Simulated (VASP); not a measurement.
Band structure of CsPbBr$_{3}$ (cubic perovskite). All values below come from optB86b-vdW, VASP's PBE PAW potentials (set 64) (plane waves; VASP 6.6.1).

Unless said otherwise, spin-orbit coupling is left out, though it shifts the bands of the heavy elements here.

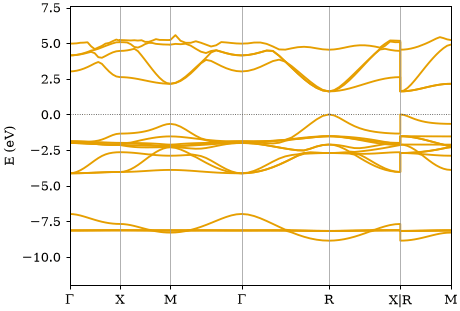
Fig. 1. Bands along high-symmetry lines, zero at the valence-band maximum or, without a gap, the Fermi level

### Question
Read the plot: is there a gap, and where are the band edges?

### Answer
The gap is direct, 1.62 eV, from the valence maximum at R to the conduction minimum at R. (Edges off the drawn lines would not show.)

The compound is CsPbBr3 in the cubic perovskite structure, the ideal cubic form; the compound distorts at low or room temperature. It was relaxed first.
